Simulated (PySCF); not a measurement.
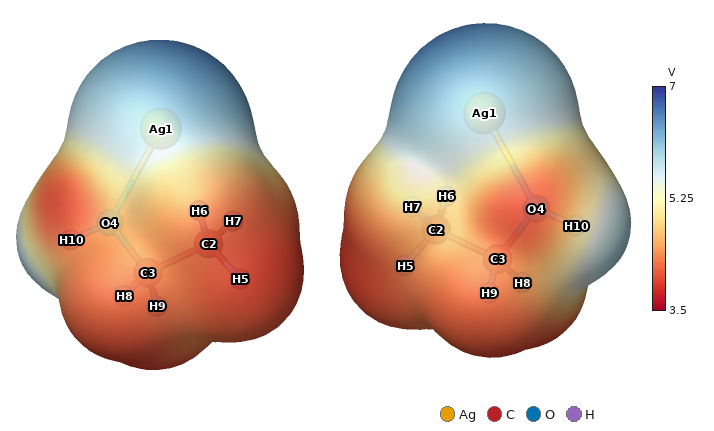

Figure 1: C$_{2}$H$_{6}$AgO, charge +1, SMILES `[Ag+].CCO`. Electrostatic potential on the surface of electron density 0.001 a.u. (back view left, front view right).

PySCF calculation, B3LYP/def2-SVPD, gas phase; geometry: GFN2-xTB. Core potentials replace the inner electrons of Ag; spin–orbit coupling isn't included. The pair's geometry is semi-empirical, so its contact may be too short or too long. GFN2-xTB bond lengths at metals and heavier atoms can be off by up to 0.1 Å and shapes distorted, which carries into these values.

### Where are the extremes of the potential on the surface?

Highest: 6.58 V, 1.9 Å from Ag1. Further maxima include 4.36 V, near H8 (1.69 Å), H9 (1.81 Å), H5 (1.85 Å) and C3 (1.87 Å). Lowest: 3.95 V, 1.5 Å from H5, and at like points elsewhere. The surface is sampled at points, so like sites can differ by a few per cent and only the strongest of them is named.

### What volume does the surface enclose?

About 98 Å³.
